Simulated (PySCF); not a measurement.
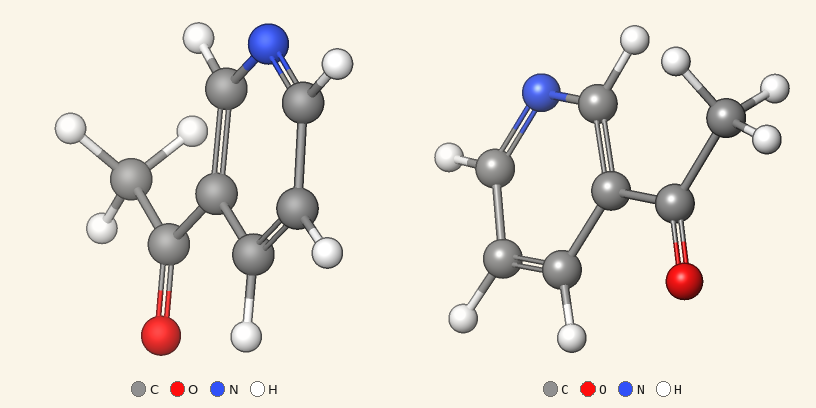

Two views of one molecule.

The geometry was computed by an optimisation with PBE0-D3(BJ)/def2-SVP. No frequency run is at hand to confirm it as a minimum.

Question: What is the molecular formula?

Answer: C₇H₇NO, 16 atoms: 7 carbon, 7 hydrogen, 1 nitrogen and 1 oxygen.

Question: Name functional groups in it.

Answer: Among them: ketone.

Question: Does it have rings?

Answer: Independent rings (smallest set): 1 of 6 members, 1 of them aromatic.

The parts below concern this one geometry. Atoms keep their numbers from picture to picture.

Shape

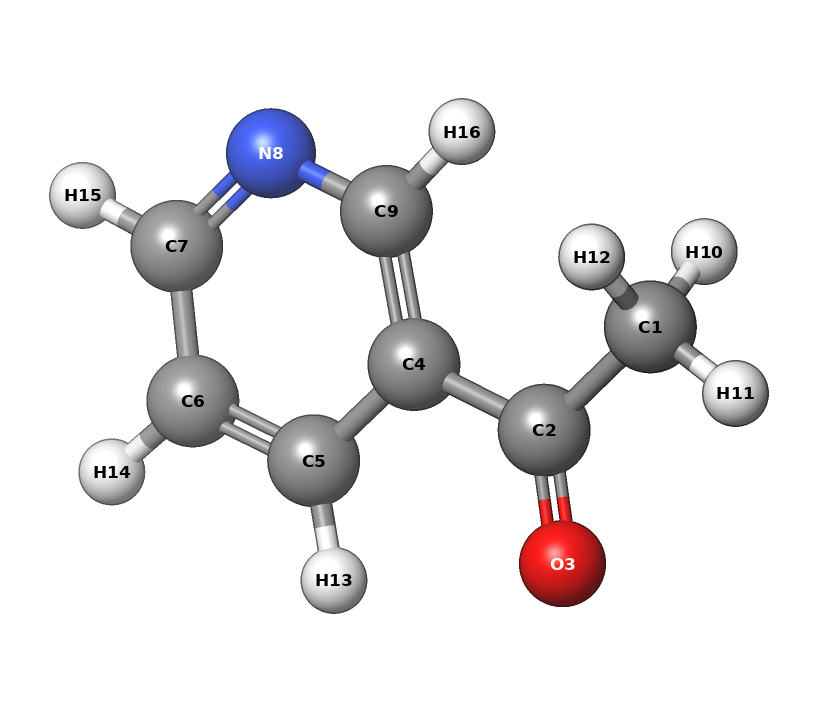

No frequency run is at hand to confirm it as a minimum.

Estimate the angles C1–C2–O3, C2–C1–H10, C2–C1–H11, C2–C1–H12, C2–C4–C5, C4–C5–C6, C4–C5–H13, C4–C9–N8, C5–C6–C7, C6–C7–N8, N8–C7–H15, N8–C9–H16.

```csv
angle,degrees
C1–C2–O3,121.4
C2–C1–H10,110.6
C2–C1–H11,108.8
C2–C1–H12,111.1
C2–C4–C5,118.5
C4–C5–C6,118.9
C4–C5–H13,118.4
C4–C9–N8,123.7
C5–C6–C7,118.3
C6–C7–N8,123.6
N8–C7–H15,116.3
N8–C9–H16,115.8
```

NMR shielding

The questions are on isotropic NMR shieldings of the C atoms. No frequency run is at hand to confirm it as a minimum. Method: GIAO PBE0/pcSseg-1 NMR shielding, non-relativistic, IEF-PCM chloroform (PySCF 2.14.0).

List the isotropic NMR shieldings of the C atoms.

| atom | σ (ppm) |
| --- | --- |
| C1 | 156.1 |
| C2 | −17.4 |
| C4 | 50.1 |
| C5 | 42.2 |
| C6 | 54.9 |
| C7 | 23.9 |
| C9 | 27.2 |

Levels of theory compared

No frequency run is at hand to confirm it as a minimum. Program: PySCF 2.14.0.

At this fixed geometry, give HOMO–LUMO gap (eV), dipole (D), HOMO energy (eV) at these levels: CAM-B3LYP/def2-SVPD; CAM-B3LYP/def2-SVPD in acetonitrile (IEF-PCM); CAM-B3LYP/def2-SVPD in chloroform (IEF-PCM); PBE0/pcSseg-1 in acetonitrile (IEF-PCM); PBE0/pcSseg-1 in chloroform (IEF-PCM); PBE0/pcSseg-1 in dimethylsulfoxide (IEF-PCM); WP04/pcSseg-1 in chloroform (IEF-PCM); ωB97X-D/pcSseg-1 in chloroform (IEF-PCM).

| level | HOMO–LUMO gap (eV) | dipole (D) | HOMO energy (eV) |
| --- | --- | --- | --- |
| CAM-B3LYP/def2-SVPD | 8.06 | 0.94 | −9.00 |
| CAM-B3LYP/def2-SVPD in acetonitrile (IEF-PCM) | 8.22 | 1.29 | −9.09 |
| CAM-B3LYP/def2-SVPD in chloroform (IEF-PCM) | 8.17 | 1.18 | −9.05 |
| PBE0/pcSseg-1 in acetonitrile (IEF-PCM) | 5.67 | 1.17 | −7.59 |
| PBE0/pcSseg-1 in chloroform (IEF-PCM) | 5.63 | 1.08 | −7.55 |
| PBE0/pcSseg-1 in dimethylsulfoxide (IEF-PCM) | 5.67 | 1.18 | −7.59 |
| WP04/pcSseg-1 in chloroform (IEF-PCM) | 4.60 | 1.22 | −8.67 |
| ωB97X-D/pcSseg-1 in chloroform (IEF-PCM) | 9.31 | 1.07 | −9.50 |

Bond orders

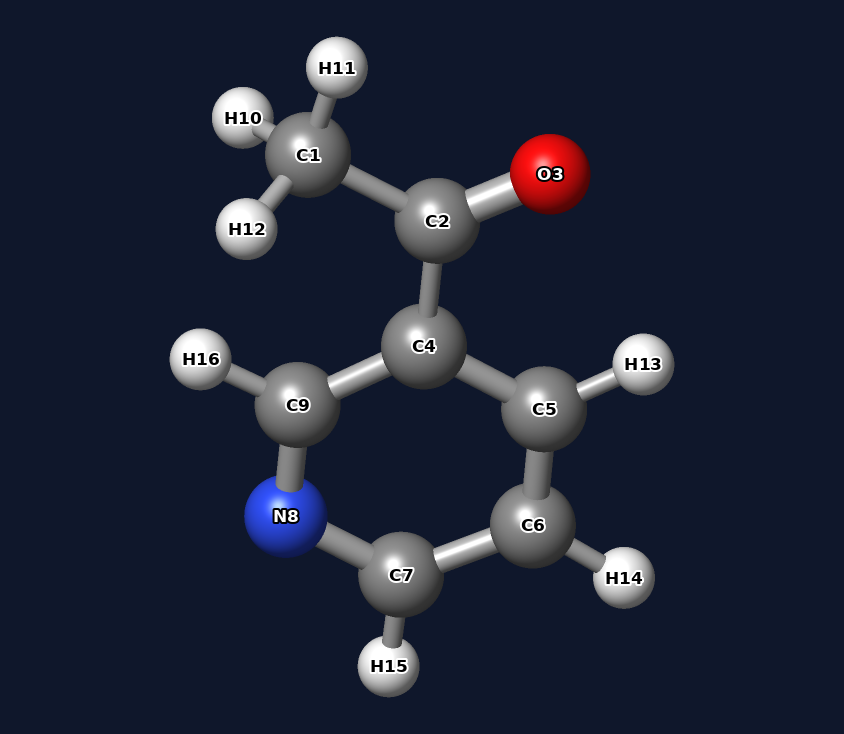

The thickness of each stick grows with its Mayer bond order. No frequency run is at hand to confirm it as a minimum. Level of theory: PBE0/pcSseg-1 in acetonitrile (IEF-PCM) (PySCF 2.14.0).

Question: Which bond between heavy atoms has the highest Mayer bond order?

Answer: C2–O3, 1.96, at a length of 1.211 Å.

List the Mayer bond orders of C1–C2, C2–O3, C2–C4, C4–C5, C4–C9, C5–C6, C6–C7, C7–N8, N8–C9 (bonds between heavy atoms, one of each equivalent set). Atoms whose distances differ by more than 0.02 Å in this geometry are listed apart.

| bond | Mayer order | length (Å) |
| --- | --- | --- |
| C1–C2 | 1.07 | 1.507 |
| C2–O3 | 1.96 | 1.211 |
| C2–C4 | 0.92 | 1.497 |
| C4–C5 | 1.38 | 1.399 |
| C4–C9 | 1.35 | 1.400 |
| C5–C6 | 1.44 | 1.387 |
| C6–C7 | 1.39 | 1.397 |
| C7–N8 | 1.45 | 1.330 |
| N8–C9 | 1.46 | 1.329 |
